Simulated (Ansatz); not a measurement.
## (ZnTe)2(CdSe)1 [001] superlattice, started as zinc blende: the cell at rest

Task: relax (ZnTe)2(CdSe)1 [001] superlattice, started as zinc blende tightly.

Calculated with Ansatz 0.2.0; DFT PBE, scalar-relativistic, plane waves, PAW.

The structure was built from a prototype and need not be the compound's stable phase.

**1. The structure**

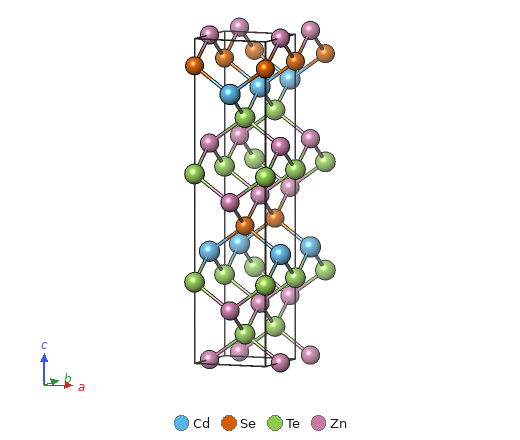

The cell as given, slightly off an axis (cadmium blue, selenium orange, tellurium green, zinc pink). 1×2×1 cells are drawn. This picture shows the conventional cell, with its axes. Some periodic images of atoms are drawn too.

**2. Probe on a coarse mesh**

First a cheap look: the gap decides the mesh and the occupations, the pressure tells how far the cell has to move.

Input file input.yaml:

```yaml
crystal:
  lattice:
    - [3.04167, 3.04167, 0.0]
    - [-3.04167, 3.04167, 0.0]
    - [3.04167, 0.0, 9.125]
  atoms:
    - { symbol: Cd, position: [0.666667, 0.333333, 0.666667] }
    - { symbol: Se, position: [0.083333, 0.416667, 0.833333] }
    - { symbol: Te, position: [0.416667, 0.083333, 0.166667] }
    - { symbol: Te, position: [0.75, 0.75, 0.5] }
    - { symbol: Zn, position: [0.0, 0.0, 0.0] }
    - { symbol: Zn, position: [0.333333, 0.666667, 0.333333] }
kpoints:
  mp_grid: { grid: [4, 4, 4] }
hamiltonian:
  xc: pbe
scf:
  occupations: { method: gaussian, width: 0.1 }
output:
  forces: true
  stress: true
  eigenvalues: true
```

The run is started by

```sh
$ ansatz run input.yaml --threads 8 --pin off --max-ram 14336MiB --backend cpu --events-out ev --progress --plain --runs-dir out
```

Numbers of over 12 decimals in the logs are rounded to 6 here.

The program printed:

```text
[...]
k-point 0: bands = [... 42 lower, 5.6423, 7.2284, 7.2445, 7.2914, 8.2547, 9.8388, 10.1722, 10.6690, ... 5 higher]
  k-point 1: bands = [... 42 lower, 6.0327, 6.4634, 7.0434, 7.0978, 9.0283, 9.8275, 10.0940, 10.5934, ... 5 higher]
  k-point 2: bands = [... 42 lower, 6.4145, 6.5072, 6.6259, 6.7700, 9.7440, 9.8454, 10.0378, 10.3871, ... 5 higher]
  k-point 17: bands = [... 42 lower, 4.9822, 5.0293, 5.0731, 5.0862, 10.0871, 10.1985, 10.3734, 10.4179, ... 5 higher]
[key lines of the parts left out:]
SCF converged after 8 iterations
Free energy (F): -34324.209425 eV
Fermi energy:    7.773117 eV
P = ⅓ Tr σ = 3.2227 GPa (32.227 kbar)
```

Run time: 2.1 s. Hardware: 8 threads of Arm Neoverse V2, shared host; peak memory 0.77 GiB.

A gap read on the k-mesh alone can miss the band edges.

Numbers from this step:

```
pressure           : 3.223 GPa
gap on the k-mesh  : 0.9633 eV
volume per atom    : 28.14 Å³
direct gap on mesh : 0.9633 eV
```

The coarse mesh shows a gap of 0.96 eV and a pressure of 3.2 GPa.

**3. Coarse relaxation**

A rough relaxation comes first, because large forces or stress need no tight tolerances yet.

input.yaml, as its differences from that of step 2:

```diff
@@ -13,3 +13,3 @@
 kpoints:
-  mp_grid: { grid: [4, 4, 4] }
+  mp_grid: { grid: [6, 6, 6] }
 hamiltonian:
@@ -22 +22,6 @@
   eigenvalues: true
+relax:
+  adjacent_minimum: "off"
+  f_tol: 0.05
+  max_steps: 80
+  cell: { stress_tol: 0.5 }
```

The program printed:

```text
[...]
Crystal: 6 atoms, lattice volume = 168.845 Å³
Basis set: ecut = 420 eV, 3231 PW (Γ), exchange–correlation on 60×60×144 points (8 copies of the dense FFT grid, shifted against one another)
Bands: 56, of which v1, the nominal top of the filled ones, is band 46 counted from 1 (45 counted from 0)
Symmetry: 4 space group operations
[...]
- [3.100308, 3.100308, 0]
    - [-3.083664, 3.083664, 0]
    - [3.091986, 0.0083222, 9.279750]
  atoms:
    - { symbol: Cd, position: [0.658353, 0.341647, 0.683294] }
    - { symbol: Se, position: [0.074405, 0.425595, 0.851191] }
    - { symbol: Te, position: [0.421147, 0.078853, 0.157707] }
    - { symbol: Te, position: [0.755597, 0.744403, 0.488805] }
    - { symbol: Zn, position: [0.00291609, -0.00291609, -0.00583218] }
    - { symbol: Zn, position: [0.337582, 0.662418, 0.324835] }
[key lines of the parts left out:]
SCF converged after 7 iterations
Free energy (F): -34324.603162 eV
Fermi energy:    7.021314 eV
P = ⅓ Tr σ = -0.0500 GPa (-0.500 kbar)
```

Elapsed: 28 s, on 8 threads; peak memory 0.95 GiB; 3.6 min of CPU time.

The steps of the relaxation:

```tsv
step	energy less that of the first step (eV)	largest force component (eV/Å)	pressure (GPa)	volume (Å³)
1	0.0000	1.3191	3.13	168.84
2	-0.3005	0.4783	-0.33	178.64
3	-0.3210	0.1300	-0.26	178.31
4	-0.3247	0.0399	-0.05	177.43
5*	-0.3270	0.0399	-0.05	177.43
```

Relaxation steps marked * repeat the geometry before them on a plane-wave basis chosen anew for their cell, so energy and pressure can jump there.

Forces are held to the 4 operations that the run works with; a distortion that breaks them can't arise in this run.

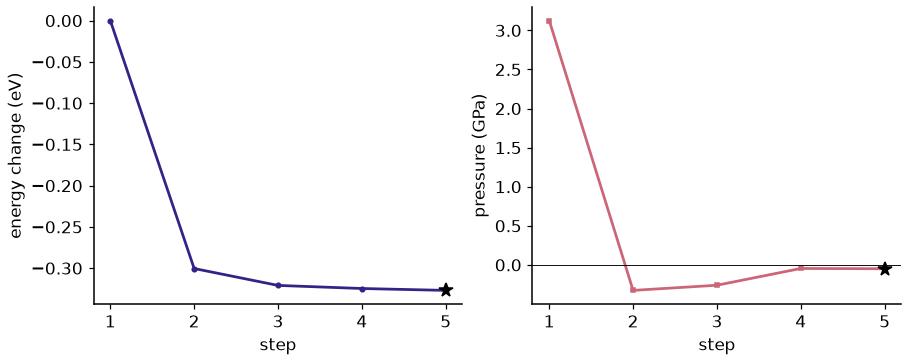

Energy and pressure along the relaxation. Stars mark steps on a basis chosen anew.

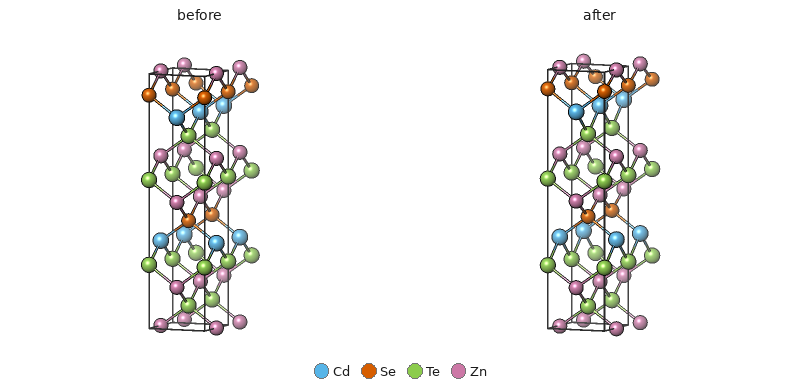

Before and after, at one scale.

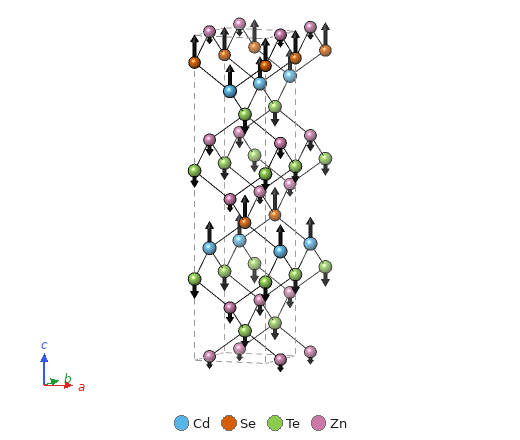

Displacements in the relaxation, exaggerated, measured against the changing cell; the longest in the cell stands for 0.17 Å. 1×2×1 conventional cells are drawn. Some periodic images of atoms are drawn too.

```tsv
conventional cell, symmetrised	before	after	change
a (Å)	4.302	4.361	+1.4 %
b (Å)	4.302	4.384	+1.9 %
c (Å)	18.250	18.559	+1.7 %
volume (Å³/atom)	28.14	29.57	+5.1 %
```

The atoms that moved most (Å, as changes of fractional coordinates times the final cell):

```tsv
atom	dx	dy	dz	length
Se2	0.000	0.000	0.166	0.166
Cd1	0.000	0.000	0.154	0.154
Te4	0.000	0.000	-0.104	0.104
Te3	0.000	0.000	-0.083	0.083
Zn6	0.000	0.000	-0.079	0.079
Zn5	0.000	0.000	-0.054	0.054
```

The relaxed structure:

```xyz
6
Lattice="3.1003 3.1003 0.0000 -3.0837 3.0837 0.0000 3.0920 0.0083 9.2797" Properties=species:S:1:pos:R:3 pbc="T T T"
Cd    3.1003    3.1003    6.3408
Se    1.5502    1.5502    7.8988
Te    1.5502    1.5502    1.4635
Te    1.5585    4.6421    4.5360
Zn    0.0000    0.0000   -0.0541
Zn    0.0083    3.0920    3.0144
```

Numbers from this step:

* pressure: -0.04999 GPa
* volume per atom: 29.57 Å³
* gap on the k-mesh: 0.6326 eV
* direct gap on mesh: 0.6326 eV

In this step the volume went from 28.14 to 29.57 Å³/atom.

**4. Bringing the structure to rest**

Harmonic phonons are second derivatives at a point where the forces vanish, and they are wanted at zero stress, so atoms and cell are relaxed first.

Input file input.yaml:

```yaml
crystal:
  lattice:
    - [3.100307984, 3.100307984, 0.0]
    - [-3.0836635928, 3.0836635928, 0.0]
    - [3.0919857884, 0.0083221956, 9.2797499701]
  atoms:
    - { symbol: Cd, position: [0.6583529899, 0.3416470101, 0.6832940203] }
    - { symbol: Se, position: [0.0744045953, 0.4255954047, 0.8511908094] }
    - { symbol: Te, position: [0.4211466578, 0.0788533422, 0.1577066844] }
    - { symbol: Te, position: [0.7555972512, 0.7444027488, 0.4888054975] }
    - { symbol: Zn, position: [0.0029160883, -0.0029160883, -0.0058321767] }
    - { symbol: Zn, position: [0.3375824174, 0.6624175826, 0.3248351651] }
kpoints:
  mp_grid: { grid: [6, 6, 6] }
hamiltonian:
  xc: pbe
scf:
  occupations: { method: gaussian, width: 0.02 }
output:
  forces: true
  stress: true
  eigenvalues: true
relax:
  adjacent_minimum: "off"
  f_tol: 0.005
  max_steps: 80
  cell: { stress_tol: 0.05 }
```

The program printed:

```text
[...]
Crystal: 6 atoms, lattice volume = 177.435 Å³
Basis set: ecut = 420 eV, 3467 PW (Γ), exchange–correlation on 60×60×144 points (8 copies of the dense FFT grid, shifted against one another)
Bands: 56, of which v1, the nominal top of the filled ones, is band 46 counted from 1 (45 counted from 0)
[... 1 set-up line as in the run before ...]
[...]
k-points: 46 of 216 (time reversal used)
[...]
SCF iter   1: F=—  HF=-34324.602945 eV  |F-HF|=—  |Δ(HF+E_count)|=         —  Δρ=1.04e-3  dr2=3.70e-3  ethr=1.77e-3  ⟨swp⟩=7.3  Hψ=10262  notcnv=0  defer=4
[...]
SCF iter   9: F=-34324.603162 eV  HF=-34324.603162 eV  |F-HF|=1.02e-8  |Δ(HF+E_count)|=  6.40e-10  Δρ=2.42e-6  dr2=1.36e-8  ethr=1.09e-10  ⟨swp⟩=4.7  Hψ=7555  notcnv=0
SCF 1 converged in 9 iterations: F = -34324.603162 eV  dr2 = 1.36e-8
[...]
relax step   1: F+E_penalty+E_count = -34324.60316172 eV  Δ(F+E_penalty+E_count) = +0.000e0 eV  max|allowed force component| = 3.993e-2 eV/Å  Δτ_max = 0.0000 Å  P = -0.050 GPa  Ω = 177.435 Å³  (9 SCF iters, dr2 threshold 1.00e-7 eV, accepted)
Crystal: 6 atoms, lattice volume = 177.199 Å³
Basis set: ecut = 420 eV, 3459 PW (Γ), exchange–correlation on 60×60×144 points (8 copies of the dense FFT grid, shifted against one another)
[...]
SCF iter   5: F=-34324.603520 eV  HF=-34324.603520 eV  |F-HF|=9.49e-9  |Δ(HF+E_count)|=   1.37e-7  Δρ=5.66e-6  dr2=7.78e-8  ethr=1.08e-10  ⟨swp⟩=3.5  Hψ=9951  notcnv=0
SCF 2 converged in 5 iterations: F = -34324.603520 eV  dr2 = 7.78e-8
relax step   2: F+E_penalty+E_count = -34324.60352026 eV  Δ(F+E_penalty+E_count) = -3.585e-4 eV  max|allowed force component| = 9.976e-3 eV/Å  Δτ_max = 0.0047 Å  P = +0.004 GPa  Ω = 177.199 Å³  energy of the carried Pulay correction = +6.254e-5 eV  (5 SCF iters, dr2 threshold 9.97e-8 eV, accepted)
Crystal: 6 atoms, lattice volume = 177.188 Å³
Basis set: ecut = 420 eV, 3479 PW (Γ), exchange–correlation on 60×60×144 points (8 copies of the dense FFT grid, shifted against one another)
[...]
SCF iter   7: F=-34324.603556 eV  HF=-34324.603556 eV  |F-HF|=2.84e-10  |Δ(HF+E_count)|=   6.90e-9  Δρ=8.76e-7  dr2=1.50e-9  ethr=6.76e-12  ⟨swp⟩=4.8  Hψ=9046  notcnv=0
SCF 3 converged in 7 iterations: F = -34324.603556 eV  dr2 = 1.50e-9
relax step   3: F+E_penalty+E_count = -34324.60355635 eV  Δ(F+E_penalty+E_count) = -3.609e-5 eV  max|allowed force component| = 6.298e-3 eV/Å  Δτ_max = 0.0032 Å  P = +0.003 GPa  Ω = 177.188 Å³  energy of the carried Pulay correction = +6.542e-5 eV  (7 SCF iters, dr2 threshold 6.22e-9 eV, accepted)
[...]
relax step   4: F+E_penalty+E_count = -34324.60356492 eV  Δ(F+E_penalty+E_count) = -8.570e-6 eV  max|allowed force component| = 1.046e-3 eV/Å  Δτ_max = 0.0014 Å  P = +0.002 GPa  Ω = 177.201 Å³  energy of the carried Pulay correction = +6.203e-5 eV  (6 SCF iters, dr2 threshold 2.48e-9 eV, accepted)
[...]
SCF iter   1: F=—  HF=-34324.603284 eV  |F-HF|=—  |Δ(HF+E_count)|=         —  Δρ=5.32e-5  dr2=1.09e-7  ethr=2.45e-7  ⟨swp⟩=3.7  Hψ=17271  notcnv=0
eigensolver tolerance schedule: the retry pair's looser diagonalisation over-reported the residual by 2068.76 of it (diagonalisation noise at 0.20 of the residual, at the tolerance the schedule requests for it); recorded, not acted on — ethr = c·dr2/N_el stays at c = 1.0e-1
SCF iter   2: F=—  HF=-34324.603447 eV  |F-HF|=—  |Δ(HF+E_count)|=   1.62e-4  Δρ=2.70e-5  dr2=3.29e-8  ethr=1.18e-10  ⟨swp⟩=3.0  Hψ=5593  notcnv=0
[...]
SCF iter   5: F=-34324.603497 eV  HF=-34324.603497 eV  |F-HF|=8.73e-11  |Δ(HF+E_count)|=   3.12e-9  Δρ=1.31e-7  dr2=5.95e-11  ethr=1.00e-12  ⟨swp⟩=5.1  Hψ=9285  notcnv=0
SCF 5 converged in 5 iterations: F = -34324.603497 eV  dr2 = 5.95e-11
relax step   5: F+E_penalty+E_count = -34324.60349732 eV  Δ(F+E_penalty+E_count) = +6.760e-5 eV  max|allowed force component| = 1.050e-3 eV/Å  Δτ_max = 0.0000 Å  P = +0.002 GPa  Ω = 177.201 Å³  stress off target by 3.52e-3 GPa  SCF on the basis re-selected at this cell (its energy is not comparable with the rows above)  (5 SCF iters)
basis re-selected at this cell: Δ(F+E_penalty+E_count) = +6.760e-5 eV, ΔP = +0.000 GPa vs the last step (what re-selecting the basis moved, of the pressure what is left beyond the Pulay correction that the steps carried, after the strain that the cell walked since its last selection, with what the two solves' SCF thresholds leave and, on support functions, any second-order correction that the steps lacked; it is no m [...]
SCF converged after 5 iterations
Free energy (F): -34324.603497 eV
[...]
Internal energy: -34324.603497 eV  (E = F + TS)
E sigma→0 (E₀):  -34324.603497 eV
Fermi energy:    7.041609 eV
[...]
--- Forces (eV/Å), atoms counted from 1 ---
  atom   1  Cd    -0.00000000    -0.00000000     0.00089738
  atom   2  Se     0.00000000    -0.00000000    -0.00041389
  atom   3  Te     0.00000000     0.00000000     0.00082955
  atom   4  Te     0.00000000    -0.00000000    -0.00105050
  atom   5  Zn    -0.00000000     0.00000000     0.00035015
  atom   6  Zn    -0.00000000     0.00000000    -0.00061311
  max |Σ_I F_I| component: 4.21e-7 eV/Å
--- Stress (GPa, compression-positive) ---
        0.001228      -0.000796       0.000000
       -0.000796       0.001228      -0.000000
        0.000000      -0.000000       0.003520
  P = ⅓ Tr σ = 0.0020 GPa (0.020 kbar)
--- Band table (eV; the first three rows and the last of 46) ---
  k-point 0: bands = [... 42 lower, 5.3399, 6.5027, 6.5992, 6.7279, 7.3553, 9.2520, 9.5139, 9.9451, ... 6 higher]
  k-point 1: bands = [... 42 lower, 5.4286, 6.0684, 6.5196, 6.6605, 7.7951, 9.2339, 9.4931, 9.9235, ... 6 higher]
  k-point 2: bands = [... 42 lower, 5.5869, 5.6152, 6.3168, 6.5017, 8.4449, 9.2270, 9.3768, 9.8695, ... 6 higher]
  k-point 45: bands = [... 42 lower, 4.4434, 4.4874, 4.6384, 4.7167, 9.4343, 9.4722, 9.9330, 9.9397, ... 6 higher]
--- Relaxed structure (4 steps of the walk, 4 accepted, 1 SCFs on fresh bases) ---
[...]
cell:  # Å, volume = 177.2010 Å³
    - [3.097655, 3.097655, 2.9455072203222633e-19]
    - [-3.077576, 3.077576, -1.8710857554172874e-18]
    - [3.087615, 0.010040, 9.293826]
  atoms:
    - { symbol: Cd, position: [0.658416, 0.341584, 0.683169] }
    - { symbol: Se, position: [0.074232, 0.425768, 0.851537] }
    - { symbol: Te, position: [0.421016, 0.078984, 0.157967] }
    - { symbol: Te, position: [0.755625, 0.744375, 0.488750] }
    - { symbol: Zn, position: [0.00313632, -0.00313632, -0.00627263] }
    - { symbol: Zn, position: [0.337575, 0.662425, 0.324850] }
```

The job ended after 25 s (8 threads; peak memory 0.95 GiB; 3.2 min of CPU time).

Relaxation path:

```tsv
step	energy less that of the first step (eV)	largest force component (eV/Å)	pressure (GPa)	volume (Å³)
1	0.0000	0.0399	-0.05	177.43
2	-0.0004	0.0100	0.00	177.20
3	-0.0004	0.0063	0.00	177.19
4	-0.0004	0.0010	0.00	177.20
5*	-0.0003	0.0010	0.00	177.20
```

Relaxation steps marked * repeat the geometry before them on a plane-wave basis chosen anew for their cell, so energy and pressure can jump there.

Forces are held to the 4 operations that the run works with; a distortion that breaks them can't arise in this run.

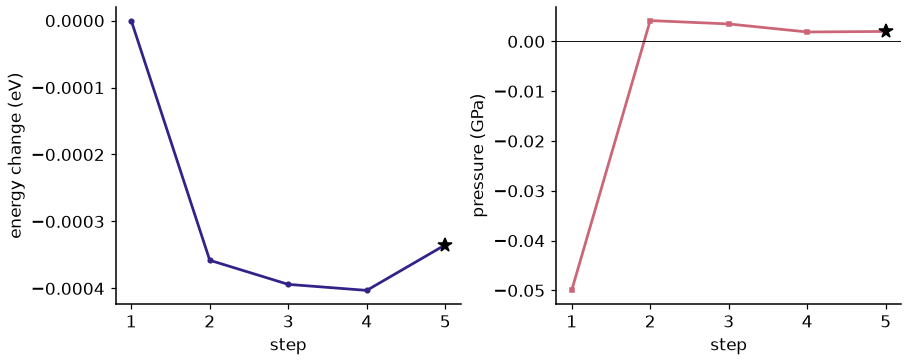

Energy and pressure along the relaxation. Stars mark steps on a basis chosen anew.

```tsv
conventional cell, symmetrised	before	after	change
a (Å)	4.361	4.352	-0.2 %
b (Å)	4.384	4.381	-0.1 %
c (Å)	18.559	18.588	+0.2 %
volume (Å³/atom)	29.57	29.53	-0.1 %
```

Numbers from this step:

```yaml
pressure: 0.001992 GPa
gap_on_the_k_mesh: 0.6274 eV
volume_per_atom: 29.53 Å³
direct_gap_on_mesh: 0.6274 eV
```

In this step the volume went from 29.57 to 29.53 Å³/atom.

**5. Relaxing to small forces for the phonons**

Phonons need a cell at rest on their own settings, so the relaxation is repeated with tight tolerances on forces and stress on the k mesh and occupations of the first response run.

Input file input.yaml:

```yaml
crystal:
  lattice:
    - [3.097654907, 3.097654907, 0.0]
    - [-3.0775756255, 3.0775756255, 0.0]
    - [3.0876152662, 0.0100396407, 9.2938255151]
  atoms:
    - { symbol: Cd, position: [0.658415539, 0.341584461, 0.6831689219] }
    - { symbol: Se, position: [0.0742316937, 0.4257683063, 0.8515366126] }
    - { symbol: Te, position: [0.4210164013, 0.0789835987, 0.1579671975] }
    - { symbol: Te, position: [0.7556249999, 0.7443750001, 0.4887500001] }
    - { symbol: Zn, position: [0.0031363174, -0.0031363174, -0.0062726349] }
    - { symbol: Zn, position: [0.3375750486, 0.6624249514, 0.3248499028] }
kpoints:
  mp_grid: { grid: [8, 8, 8] }
hamiltonian:
  xc: pbe
scf:
  occupations: { method: fixed }
output:
  forces: true
  stress: true
  eigenvalues: true
relax:
  adjacent_minimum: "off"
  f_tol: 0.001
  max_steps: 60
  cell: { stress_tol: 0.01 }
```

The program printed:

```text
[...]
Crystal: 6 atoms, lattice volume = 177.201 Å³
Basis set: ecut = 420 eV, 3479 PW (Γ), exchange–correlation on 60×60×144 points (8 copies of the dense FFT grid, shifted against one another)
Bands: 56, of which v1, the nominal top of the filled ones, is band 46 counted from 1 (45 counted from 0)
[... 1 set-up line as in the run before ...]
[...]
- [-3.075723, 3.075723, -9.531489570497208e-17]
    - [3.085830, 0.010108, 9.303451]
  atoms:
    - { symbol: Cd, position: [0.658417, 0.341583, 0.683167] }
    - { symbol: Se, position: [0.074237, 0.425763, 0.851526] }
    - { symbol: Te, position: [0.421002, 0.078998, 0.157997] }
    - { symbol: Te, position: [0.755634, 0.744366, 0.488732] }
    - { symbol: Zn, position: [0.00313477, -0.00313477, -0.00626953] }
    - { symbol: Zn, position: [0.337576, 0.662424, 0.324848] }
[key lines of the parts left out:]
SCF converged after 7 iterations
Free energy (F): -34324.609801 eV
Fermi energy:    6.730438 eV
P = ⅓ Tr σ = 0.0004 GPa (0.004 kbar)
```

The job ended after 69 s (8 threads; peak memory 1.2 GiB; 9 min of CPU time).

Relaxation path:

```tsv
step	energy less that of the first step (eV)	largest force component (eV/Å)	pressure (GPa)	volume (Å³)
1	0.0000	0.0018	0.00	177.20
2	0.0000	0.0027	0.00	177.19
3	0.0000	0.0026	0.00	177.17
4	0.0000	0.0059	0.00	177.17
5	0.0000	0.0004	0.00	177.18
6*	0.0000	0.0004	0.00	177.18
```

Relaxation steps marked * repeat the geometry before them on a plane-wave basis chosen anew for their cell, so energy and pressure can jump there. Relaxation step 4 was tried and not accepted.

The run keeps the 4 symmetry operations that it works with, so distortions that break them were not tested.

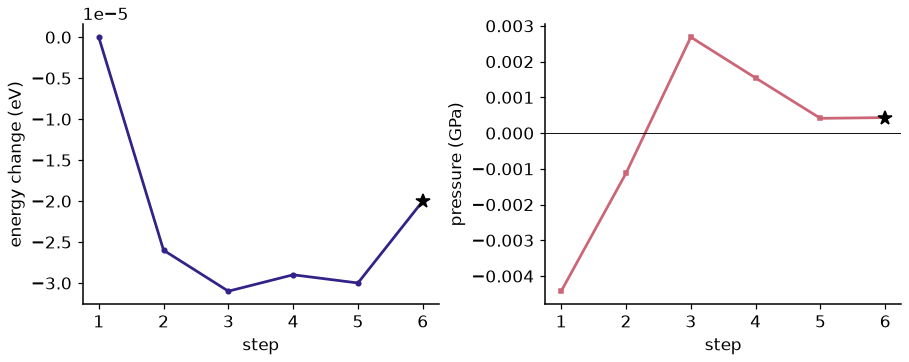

Energy and pressure along the relaxation. Stars mark steps on a basis chosen anew.

```tsv
conventional cell, symmetrised	before	after	change
a (Å)	4.352	4.350	-0.1 %
b (Å)	4.381	4.378	-0.1 %
c (Å)	18.588	18.607	+0.1 %
volume (Å³/atom)	29.53	29.53	-0.0 %
```

The relaxed structure:

```xyz
6
Lattice="3.0959 3.0959 0.0000 -3.0757 3.0757 0.0000 3.0858 0.0101 9.3035" Properties=species:S:1:pos:R:3 pbc="T T T"
Cd    3.0959    3.0959    6.3558
Se    1.5480    1.5480    7.9221
Te    1.5480    1.5480    1.4699
Te    1.5581    4.6338    4.5469
Zn    0.0000    0.0000   -0.0583
Zn    0.0101    3.0858    3.0222
```

This step gave:

```yaml
pressure: 4.32e-4 GPa
gap_on_the_k_mesh: 0.6260 eV
direct_gap_on_mesh: 0.6260 eV
```

The largest force component left is 0.40 meV/Å and the pressure is 0.000 GPa, within the tolerances set. The cell now holds 29.53 Å³/atom.

**6. Summary of results**

| Property | Result |
| --- | --- |
| space group after relaxation (within 0.01 Å) | Imm2 |
| lattice constant a | 4.350 Å |
| lattice constant b | 4.378 Å |
| lattice constant c | 18.607 Å |
| volume per atom | 29.5 Å³ |
| gap on the k-mesh | 0.626 eV |

The largest force component left is 0.40 meV/Å and the pressure is 0.000 GPa, within the tolerances set. The cell now holds 29.53 Å³/atom. The relaxation keeps the symmetry of its start, so it says nothing on stability against lower symmetry. Spin-orbit coupling is left out, which can matter for the heavy elements here. The starting cell was built on a prototype and not taken from a measurement, so the phase need not exist.

[Logs are printed without paths, hosts, clocks, repeated set-up lines and the standing remarks that a program may print on its own settings, such as how far it seeks lower states.]

[Hosts, paths, dates, database ids (printed as entryN), source tags and the programs' standing remarks are cut or masked in the printed files.]
